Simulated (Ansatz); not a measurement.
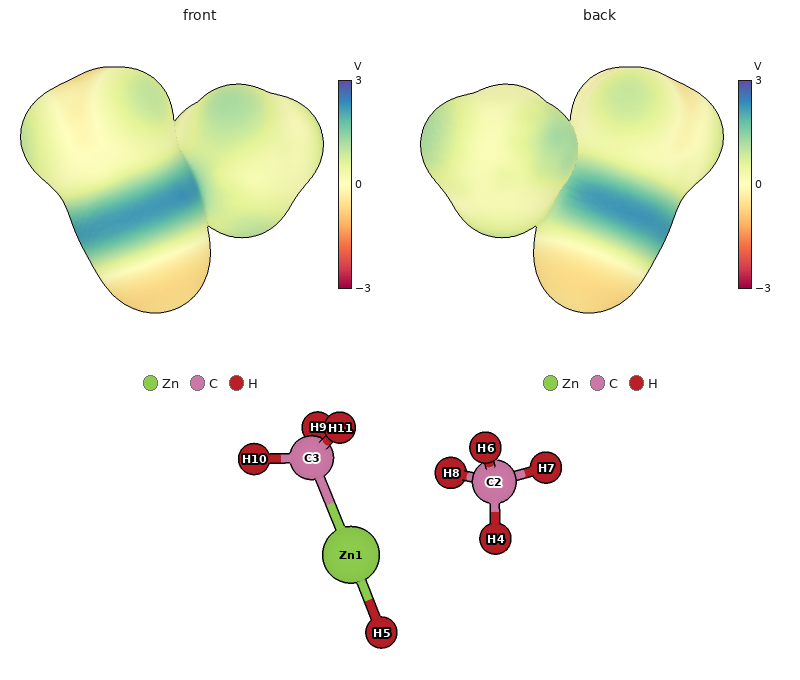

Figure. CH$_{4}$Zn···CH$_{4}$. The electrostatic potential painted on the density surface at 0.004 e/bohr³, seen from the front and from behind; the colour scale runs from red (negative) to blue (positive). The bare structure is drawn below in the same view.

The product side of a reaction path; geometry: PBE0-D4/def2-TZVP.

The calculation used Ansatz 0.2.0, RKS PBE0-D4/def2-TZVPP.

```yaml
atoms:
  - { symbol: Zn, position_ang: [-0.8808, -0.2127, -1.4617] }
  - { symbol: C, position_ang: [0.9096, 1.4817, 0.9390] }
  - { symbol: C, position_ang: [-0.6878, -1.8213, -0.3913] }
  - { symbol: H, position_ang: [0.6649, 1.9719, -0.0042] }
  - { symbol: H, position_ang: [-1.0446, 1.0548, -2.3301] }
  - { symbol: H, position_ang: [1.4350, 0.5461, 0.7472] }
  - { symbol: H, position_ang: [1.5486, 2.1400, 1.5271] }
  - { symbol: H, position_ang: [-0.0053, 1.2766, 1.4948] }
  - { symbol: H, position_ang: [-0.8290, -1.6018, 0.6703] }
  - { symbol: H, position_ang: [-1.4193, -2.5811, -0.6779] }
  - { symbol: H, position_ang: [0.3089, -2.2542, -0.5131] }
```

### Where is the surface potential most negative and most positive?

The most negative region (about −0.7 V, or −16 kcal/mol for a unit charge) lies over H5, the most positive (about +2.2 V, or +51 kcal/mol for a unit charge) over Zn1.
